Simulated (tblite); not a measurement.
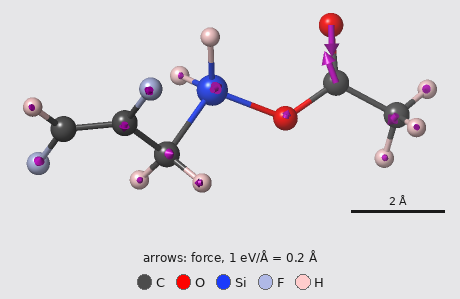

Starting geometry of C5H8F2O2Si with the computed forces as purple arrows. The picture is a ball-and-stick view, seen at a tilt.

These are results of GFN2-xTB geometry optimisation, gas phase (tblite 0.8.0), not measurements. 

Is this structure relaxed? If not, where do the atoms go?

It isn't relaxed: the largest force vector, on a C atom, is 3.70 eV/Å. The final displacements have little in common with the starting forces (cosine between the two patterns 0.13). The largest moves after the best rigid fit, 0.76 Å, are those of H atoms. By element the largest moves are H 0.76 Å, F 0.65 Å, C 0.48 Å, Si 0.46 Å, O 0.44 Å. Among the contacts that change: O–Si 1.724 → 1.661 Å, C–O 1.252 → 1.200 Å, C–O 1.367 → 1.332 Å, C–Si 1.876 → 1.910 Å. Among the angles between lasting bonds that change: C–C–C 120.8° → 128.4°, C–O–Si 125.1° → 118.8°, O–Si–C 107.3° → 101.1°. Groups turn about C–Si by about 35°, C–C by about 20°. Over 136 geometry steps the energy falls by 61.9 kJ/mol.
